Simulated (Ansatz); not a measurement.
Geometry relaxation of C2H9FN2OSi (part 2 of 3)

The same run, continued: C2H9FN2OSi; RKS PBE0-D4/STO-3G (Ansatz 0.2.0). It belongs to a series of runs on one base structure; here: start relaxed.

Geometry of the input (Å):
```
Si 0.0000  0.0000  0.0000
N  0.0000  0.0000  1.8200
C  -1.2162  -0.3762  2.5550
H  -1.8642  -0.9999  1.9045
H  -0.9378  -0.9533  3.4614
H  -1.7663  0.5401  2.8549
C  1.2162  0.3762  2.5550
H  1.4641  -0.4163  3.2916
H  2.0585  0.4943  1.8418
H  1.0457  1.3351  3.0874
O  1.5842  0.0000  -0.5594
H  1.9006  -0.9521  -0.6761
F  -0.7489  1.2974  -0.5295
N  -0.8572  -1.4851  -0.6061
H  -1.3922  -2.1014  0.0704
H  -0.8219  -1.7344  -1.6357
```

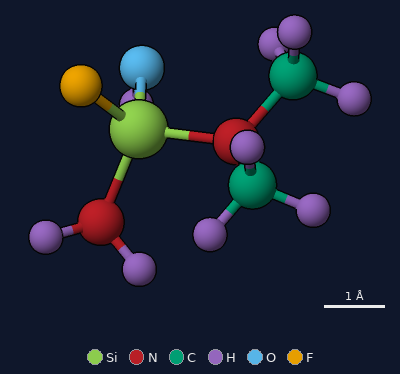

*The geometry at step 10 of the log (ball-and-stick view, seen at a tilt).*

**Trajectory as extended XYZ, continued**
```
16
Properties=species:S:1:pos:R:3:forces:R:3 step=3 energy=-17607.01618
Si    0.0007   -0.0764    0.0145    0.0209   0.2148   0.1278
N    -0.0033   -0.1340    1.7335   -0.0422  -0.2087   0.3070
C    -1.2095   -0.3446    2.5463   -0.1513   0.1602  -0.0203
H    -1.9937   -0.8528    1.9529    0.1702   0.1093   0.0785
H    -0.9811   -0.9828    3.4204   -0.0413   0.0075  -0.0074
H    -1.6508    0.6030    2.9371    0.1177  -0.2045  -0.0676
C     1.1652    0.3235    2.4922    0.0469   0.1066   0.1617
H     1.4524   -0.4051    3.2755   -0.0164   0.0254  -0.0310
H     2.0145    0.4374    1.7981   -0.0236  -0.0090  -0.0302
H     1.0061    1.2991    2.9983   -0.0140  -0.0666  -0.0478
O     1.5981    0.0844   -0.5160    0.0997   0.1569  -0.0659
H     1.9203   -0.8689   -0.6212    0.0148  -0.0702   0.0059
F    -0.7707    1.2409   -0.5192   -0.0057   0.2090  -0.1898
N    -0.7387   -1.4871   -0.5572    0.0019  -0.3064  -0.4983
H    -1.2416   -2.1482    0.0374   -0.0811  -0.1404   0.1313
H    -0.9034   -1.6642   -1.5574   -0.0965   0.0161   0.1459
16
Properties=species:S:1:pos:R:3:forces:R:3 step=4 energy=-17607.04034
Si    0.0024   -0.0879    0.0154   -0.0367   0.2120   0.0417
N     0.0048   -0.1653    1.7391   -0.0078  -0.1668   0.2120
C    -1.2060   -0.3389    2.5514   -0.1201   0.0447  -0.0335
H    -2.0045   -0.8053    1.9493    0.0571   0.0314   0.0302
H    -1.0082   -0.9979    3.4178   -0.0144   0.0100  -0.0159
H    -1.6083    0.6165    2.9531    0.0569  -0.0650  -0.0229
C     1.1626    0.3208    2.4984    0.0731   0.0756   0.0165
H     1.4584   -0.3922    3.2915   -0.0153   0.0088  -0.0157
H     2.0094    0.4382    1.8020    0.0102   0.0008   0.0030
H     0.9842    1.2998    2.9882   -0.0132  -0.0215  -0.0167
O     1.5996    0.0985   -0.5173    0.0263   0.0288  -0.0120
H     1.9319   -0.8531   -0.6214    0.0234  -0.0135   0.0006
F    -0.7703    1.2345   -0.5212    0.0225   0.0340  -0.0896
N    -0.7265   -1.5077   -0.5715    0.0060  -0.2087  -0.2729
H    -1.2110   -2.1858    0.0249   -0.0043  -0.0218   0.0960
H    -0.9538   -1.6499   -1.5644   -0.0638   0.0512   0.0790
16
Properties=species:S:1:pos:R:3:forces:R:3 step=5 energy=-17607.06224
Si    0.0127   -0.0991    0.0201    0.2397  -0.0554  -0.0251
N     0.0246   -0.2287    1.7483    0.1073   0.0776  -0.0348
C    -1.2039   -0.3515    2.5447    0.0697  -0.1159   0.1230
H    -2.0101   -0.7763    1.9294   -0.0657  -0.0111  -0.0493
H    -1.0465   -1.0297    3.4058   -0.0211   0.0400  -0.0308
H    -1.5603    0.6133    2.9553   -0.0282   0.0707  -0.0090
C     1.1601    0.3311    2.5012   -0.0116  -0.0653   0.0665
H     1.4657   -0.3507    3.3167    0.0176   0.0330   0.0095
H     2.0147    0.4587    1.8157   -0.0478  -0.0244  -0.0261
H     0.9383    1.3144    2.9611   -0.0239   0.0163  -0.0136
O     1.6141    0.0939   -0.5084    0.0030  -0.0758   0.0538
H     1.9525   -0.8585   -0.6077   -0.0458   0.1006   0.0129
F    -0.7452    1.2170   -0.5486   -0.0975   0.0964   0.0006
N    -0.6917   -1.5332   -0.5890   -0.3067  -0.1127  -0.8583
H    -1.1392   -2.2203    0.0328   -0.0277   0.0278   0.0109
H    -1.1215   -1.5560   -1.5423    0.2388  -0.0020   0.7700
16
Properties=species:S:1:pos:R:3:forces:R:3 step=6 energy=-17607.08366
Si    0.0342   -0.1165    0.0288    0.0868   0.0131  -0.1213
N     0.0568   -0.2945    1.7547    0.0218  -0.0432   0.1155
C    -1.1970   -0.3625    2.5250    0.0001   0.0285  -0.0172
H    -1.9921   -0.8102    1.9084   -0.0114  -0.0143   0.0087
H    -1.0718   -0.9885    3.4263    0.0026  -0.0171   0.0172
H    -1.5502    0.6320    2.8648   -0.0391   0.0097   0.0122
C     1.1582    0.3252    2.5132   -0.0062   0.0283  -0.0135
H     1.4619   -0.3118    3.3615    0.0340  -0.0388   0.0530
H     2.0220    0.4507    1.8399   -0.0016  -0.0202  -0.0016
H     0.8958    1.3187    2.9280   -0.0027   0.0244  -0.0200
O     1.6322    0.0909   -0.4971    0.0308  -0.1087  -0.0021
H     1.9562   -0.8558   -0.6729   -0.0554   0.1252   0.0222
F    -0.7377    1.2233   -0.4687   -0.0445   0.0240  -0.0509
N    -0.6887   -1.5339   -0.6151    0.0018  -0.0723  -0.0801
H    -1.0821   -2.2349    0.0300   -0.0176   0.0217  -0.0157
H    -1.2331   -1.5078   -1.4917    0.0008   0.0400   0.0936
16
Properties=species:S:1:pos:R:3:forces:R:3 step=7 energy=-17607.08856
Si    0.0499   -0.1121    0.0287    0.0186  -0.0111  -0.0208
N     0.0549   -0.2902    1.7577    0.0766  -0.0315   0.0575
C    -1.2007   -0.3738    2.5230    0.0275   0.0156  -0.0245
H    -1.9776   -0.8579    1.9124   -0.0479  -0.0231  -0.0165
H    -1.0645   -0.9764    3.4388    0.0212  -0.0160  -0.0015
H    -1.5857    0.6155    2.8395   -0.0451   0.0540   0.0198
C     1.1531    0.3306    2.5202   -0.0052  -0.0180  -0.0219
H     1.4405   -0.2933    3.3845    0.0014  -0.0285   0.0295
H     2.0243    0.4267    1.8525    0.0301   0.0150   0.0014
H     0.9003    1.3357    2.9101    0.0006   0.0518   0.0015
O     1.6549    0.0767   -0.4812   -0.0648   0.1019   0.0685
H     1.9413   -0.8595   -0.7320    0.0449  -0.1215  -0.0275
F    -0.7038    1.2323   -0.4878   -0.0554  -0.0133  -0.0124
N    -0.6829   -1.5272   -0.6193    0.1735  -0.0223   0.0732
H    -1.0485   -2.2359    0.0336   -0.0240   0.0055   0.0276
H    -1.2908   -1.4667   -1.4455   -0.1521   0.0414  -0.1538
16
Properties=species:S:1:pos:R:3:forces:R:3 step=8 energy=-17607.08581 accepted=F
Si    0.0731   -0.1209    0.0356   -0.0692   0.1241   0.1261
N     0.0721   -0.3227    1.7701    0.0427   0.0453  -0.0285
C    -1.2005   -0.3897    2.5135   -0.0737  -0.0452   0.0624
H    -1.9490   -0.9446    1.9202    0.0559   0.0710   0.0615
H    -1.0560   -0.9326    3.4680   -0.0354   0.0726  -0.1000
H    -1.6335    0.6047    2.7627    0.0674  -0.0997  -0.0374
C     1.1507    0.3347    2.5356    0.0737  -0.0002   0.0778
H     1.3929   -0.2391    3.4535   -0.0678   0.0957  -0.1539
H     2.0509    0.3691    1.8961   -0.0679   0.0337   0.0739
H     0.9026    1.3732    2.8461    0.0452  -0.1150  -0.0177
O     1.6854    0.0605   -0.4466    0.1707  -0.5109  -0.2092
H     1.9250   -0.8563   -0.8333   -0.1011   0.4590   0.1947
F    -0.6780    1.2310   -0.4744   -0.0386  -0.0654   0.0394
N    -0.6674   -1.5223   -0.6536   -0.4788   0.0508  -0.6888
H    -0.9847   -2.2432    0.0170   -0.0739  -0.0058  -0.0060
H    -1.4191   -1.3774   -1.3754    0.5510  -0.1099   0.6056
16
Properties=species:S:1:pos:R:3:forces:R:3 step=9 energy=-17607.09578
Si    0.0580   -0.1206    0.0306    0.0339   0.0825   0.0037
N     0.0621   -0.3060    1.7619    0.0116   0.0350   0.0001
C    -1.2025   -0.3715    2.5170    0.0154  -0.0571   0.0605
H    -1.9762   -0.8766    1.9176    0.0062  -0.0005  -0.0321
H    -1.0642   -0.9539    3.4457   -0.0118   0.0042   0.0020
H    -1.5993    0.6207    2.8133    0.0100   0.0393  -0.0233
C     1.1522    0.3285    2.5272    0.0379  -0.0337   0.0154
H     1.4184   -0.2789    3.4108   -0.0060  -0.0002   0.0060
H     2.0377    0.4020    1.8745   -0.0070   0.0061  -0.0002
H     0.9044    1.3460    2.8903   -0.0179   0.0140  -0.0168
O     1.6648    0.0754   -0.4688   -0.0289   0.0234   0.0489
H     1.9385   -0.8500   -0.7737    0.0212  -0.0538  -0.0188
F    -0.7061    1.2216   -0.4806   -0.0478  -0.0379   0.0036
N    -0.6650   -1.5345   -0.6440    0.0860  -0.0281  -0.0615
H    -1.0034   -2.2502    0.0181   -0.0415  -0.0270   0.0492
H    -1.3549   -1.4276   -1.4045   -0.0614   0.0338  -0.0365
16
Properties=species:S:1:pos:R:3:forces:R:3 step=10 energy=-17607.09762
Si    0.0677   -0.1294    0.0357    0.0135   0.1045   0.0744
N     0.0732   -0.3264    1.7693    0.0222  -0.0206   0.0091
C    -1.1997   -0.3761    2.5141   -0.0494   0.0503  -0.0316
H    -1.9605   -0.9021    1.9137    0.0117   0.0064   0.0393
H    -1.0736   -0.9279    3.4640   -0.0010   0.0309  -0.0533
H    -1.6041    0.6278    2.7659    0.0156  -0.0645   0.0123
C     1.1538    0.3245    2.5366    0.0181   0.0362   0.0154
H     1.3982   -0.2584    3.4446   -0.0168   0.0408  -0.0614
H     2.0510    0.3758    1.8966   -0.0236  -0.0042   0.0315
H     0.9011    1.3558    2.8606    0.0259  -0.0530   0.0020
O     1.6772    0.0732   -0.4485    0.0747  -0.2255  -0.0804
H     1.9346   -0.8379   -0.8216   -0.0616   0.2066   0.0773
F    -0.7175    1.2051   -0.4677   -0.0136  -0.0454   0.0240
N    -0.6448   -1.5434   -0.6727   -0.4095   0.0436  -0.5125
H    -0.9698   -2.2581    0.0031   -0.0418  -0.0199   0.0376
H    -1.4221   -1.3781   -1.3586    0.4356  -0.0860   0.4162
16
Properties=species:S:1:pos:R:3:forces:R:3 step=11 energy=-17607.10066
Si    0.0737   -0.1480    0.0483    0.0690  -0.2073   0.0744
N     0.0858   -0.3689    1.7865   -0.0264   0.0123  -0.1779
C    -1.2036   -0.3597    2.5081    0.0095  -0.0480   0.0738
H    -1.9732   -0.8740    1.9104    0.0065  -0.0035  -0.0069
H    -1.1122   -0.8952    3.4708    0.0098   0.0303  -0.0386
H    -1.5757    0.6594    2.7334   -0.0350   0.0419   0.0221
C     1.1587    0.3062    2.5466    0.0353   0.0086   0.0176
H     1.4054   -0.2585    3.4632   -0.0176   0.0055  -0.0045
H     2.0590    0.3578    1.9132   -0.0026  -0.0324  -0.0153
H     0.8973    1.3386    2.8522   -0.0147   0.0226   0.0241
O     1.6792    0.0852   -0.4362   -0.0573   0.0397   0.0186
H     1.9138   -0.7769   -0.9122    0.0037  -0.0328  -0.0208
F    -0.7703    1.1591   -0.4221   -0.0214   0.0861  -0.0211
N    -0.6037   -1.5868   -0.6940    0.1537   0.1190   0.1995
H    -0.9908   -2.2390    0.0225   -0.0255   0.0207  -0.1553
H    -1.3788   -1.3750   -1.3555   -0.0871  -0.0627   0.0101
16
Properties=species:S:1:pos:R:3:forces:R:3 step=12 energy=-17607.10461
Si    0.0720   -0.1425    0.0464    0.0357   0.0402  -0.0509
N     0.0772   -0.3513    1.7768   -0.0334   0.0521   0.1039
C    -1.2050   -0.3596    2.5114    0.0091  -0.0471   0.0317
H    -1.9716   -0.8877    1.9215    0.0016   0.0097  -0.0018
H    -1.0917   -0.8942    3.4714   -0.0030   0.0074  -0.0136
H    -1.5950    0.6524    2.7462    0.0171   0.0024  -0.0269
C     1.1557    0.3107    2.5405    0.0236  -0.0394   0.0264
H     1.3871   -0.2570    3.4593   -0.0023   0.0003  -0.0068
H     2.0591    0.3416    1.9096   -0.0106   0.0203   0.0082
H     0.9083    1.3471    2.8475    0.0038  -0.0012  -0.0242
O     1.6781    0.0849   -0.4372    0.0085  -0.0823  -0.0213
H     1.9191   -0.7915   -0.8879   -0.0185   0.0668   0.0233
F    -0.7532    1.1752   -0.4343   -0.0147   0.0058  -0.0073
N    -0.6082   -1.5689   -0.6938   -0.1064  -0.0980   0.0131
H    -0.9668   -2.2603   -0.0022    0.0687   0.0482  -0.0294
H    -1.4005   -1.3746   -1.3400    0.0208   0.0146  -0.0244
16
Properties=species:S:1:pos:R:3:forces:R:3 step=13 energy=-17607.10522
Si    0.0767   -0.1453    0.0474   -0.1067   0.0190  -0.0010
N     0.0757   -0.3454    1.7798    0.0041   0.0281   0.0339
C    -1.2081   -0.3533    2.5099    0.0199  -0.0527   0.0267
H    -1.9711   -0.8858    1.9196   -0.0080   0.0123  -0.0081
H    -1.0973   -0.8841    3.4718    0.0009  -0.0012   0.0026
H    -1.6007    0.6582    2.7398    0.0042   0.0226  -0.0236
C     1.1567    0.3088    2.5458    0.0098  -0.0629   0.0301
H     1.3812   -0.2607    3.4652   -0.0013   0.0020  -0.0001
H     2.0622    0.3309    1.9177   -0.0054   0.0337   0.0059
H     0.9162    1.3468    2.8520    0.0086   0.0103  -0.0259
O     1.6795    0.0827   -0.4359    0.0702  -0.0316  -0.0023
H     1.9119   -0.7806   -0.9125    0.0010   0.0186  -0.0050
F    -0.7580    1.1665   -0.4324   -0.0078   0.0200  -0.0189
N    -0.6050   -1.5696   -0.7000   -0.0399  -0.0455   0.0130
H    -0.9403   -2.2737   -0.0111    0.0442   0.0126   0.0031
H    -1.4151   -1.3708   -1.3220    0.0061   0.0149  -0.0303
16
Properties=species:S:1:pos:R:3:forces:R:3 step=14 energy=-17607.10623
Si    0.0723   -0.1433    0.0477   -0.0715  -0.0168   0.0321
N     0.0717   -0.3387    1.7819    0.0378  -0.0350  -0.0211
C    -1.2104   -0.3494    2.5133    0.0019   0.0350  -0.0259
H    -1.9741   -0.8806    1.9229   -0.0007  -0.0117   0.0013
H    -1.0991   -0.8765    3.4769   -0.0028  -0.0021   0.0052
H    -1.6020    0.6645    2.7353   -0.0099   0.0022   0.0232
C     1.1577    0.3036    2.5506   -0.0135   0.0266  -0.0253
H     1.3769   -0.2670    3.4706   -0.0028   0.0013  -0.0088
H     2.0638    0.3260    1.9237    0.0007  -0.0204  -0.0020
H     0.9254    1.3449    2.8525   -0.0048  -0.0010   0.0206
O     1.6780    0.0787   -0.4289    0.0791  -0.0044   0.0017
H     1.9023   -0.7734   -0.9287   -0.0114   0.0120  -0.0043
F    -0.7604    1.1683   -0.4378   -0.0077  -0.0045  -0.0074
N    -0.6038   -1.5677   -0.7052   -0.0238   0.0115   0.0071
H    -0.9103   -2.2902   -0.0222    0.0079   0.0243  -0.0176
H    -1.4234   -1.3749   -1.3174    0.0217  -0.0170   0.0213
16
Properties=species:S:1:pos:R:3:forces:R:3 step=15 energy=-17607.10704
Si    0.0722   -0.1455    0.0499   -0.0489  -0.0324   0.0240
N     0.0701   -0.3401    1.7843    0.0180  -0.0135  -0.0350
C    -1.2134   -0.3408    2.5134   -0.0076   0.0129  -0.0122
H    -1.9787   -0.8697    1.9228   -0.0040  -0.0029   0.0005
H    -1.1071   -0.8673    3.4778    0.0013  -0.0037   0.0086
H    -1.6002    0.6752    2.7346   -0.0042   0.0033   0.0088
C     1.1578    0.2985    2.5532   -0.0013   0.0120  -0.0084
H     1.3732   -0.2738    3.4728    0.0013   0.0014   0.0024
H     2.0648    0.3153    1.9274    0.0013  -0.0101  -0.0050
H     0.9300    1.3404    2.8563   -0.0039  -0.0017   0.0077
O     1.6806    0.0776   -0.4191    0.0759  -0.0492  -0.0314
H     1.8923   -0.7542   -0.9594   -0.0257   0.0619   0.0315
F    -0.7681    1.1608   -0.4370   -0.0054  -0.0040  -0.0080
N    -0.5958   -1.5721   -0.7085   -0.0023   0.0454   0.0102
H    -0.8882   -2.2992   -0.0243   -0.0104   0.0098  -0.0233
H    -1.4248   -1.3808   -1.3089    0.0158  -0.0292   0.0297
16
Properties=species:S:1:pos:R:3:forces:R:3 step=16 energy=-17607.10660 accepted=F
Si    0.0731   -0.1504    0.0552   -0.0420  -0.0195   0.0292
N     0.0635   -0.3392    1.7896    0.0037  -0.0019  -0.0488
C    -1.2226   -0.3207    2.5139   -0.0085   0.0053   0.0111
H    -1.9927   -0.8427    1.9233    0.0009   0.0061  -0.0030
H    -1.1259   -0.8454    3.4804    0.0034  -0.0040   0.0066
H    -1.5976    0.7006    2.7323    0.0006  -0.0030  -0.0056
C     1.1585    0.2846    2.5595    0.0033   0.0043   0.0112
H     1.3626   -0.2895    3.4804    0.0015   0.0005   0.0085
H     2.0672    0.2844    1.9359   -0.0027   0.0044  -0.0013
H     0.9453    1.3302    2.8613    0.0051  -0.0065  -0.0052
O     1.6887    0.0751   -0.3931    0.1040  -0.3362  -0.2739
H     1.8676   -0.7023   -1.0318   -0.0709   0.3405   0.2708
F    -0.7825    1.1438   -0.4394    0.0012  -0.0141  -0.0069
N    -0.5789   -1.5783   -0.7162   -0.0405   0.0158   0.0133
H    -0.8247   -2.3286   -0.0367   -0.0081   0.0469  -0.0649
H    -1.4369   -1.3972   -1.2796    0.0490  -0.0385   0.0588
16
Properties=species:S:1:pos:R:3:forces:R:3 step=17 energy=-17607.10785
Si    0.0752   -0.1466    0.0520   -0.0561  -0.0164   0.0028
N     0.0678   -0.3402    1.7861   -0.0242   0.0324  -0.0004
C    -1.2178   -0.3325    2.5125   -0.0021  -0.0229   0.0154
H    -1.9860   -0.8548    1.9196    0.0006   0.0018  -0.0012
H    -1.1156   -0.8638    3.4754   -0.0072   0.0079  -0.0071
H    -1.5993    0.6847    2.7386    0.0131   0.0011  -0.0093
C     1.1574    0.2932    2.5570    0.0205  -0.0218  -0.0462
H     1.3696   -0.2794    3.4771   -0.0058  -0.0034   0.0014
H     2.0626    0.2996    1.9285    0.0166   0.0171   0.0212
H     0.9370    1.3369    2.8592   -0.0052   0.0009  -0.0041
O     1.6888    0.0750   -0.4043    0.0000   0.0025   0.0239
H     1.8807   -0.7256   -0.9938    0.0176  -0.0138  -0.0235
F    -0.7700    1.1524   -0.4464    0.0012   0.0055   0.0084
N    -0.5911   -1.5719   -0.7088    0.0143  -0.0292   0.0450
H    -0.8604   -2.3094   -0.0261    0.0187   0.0098  -0.0208
H    -1.4342   -1.3933   -1.2913   -0.0020   0.0284  -0.0056
```
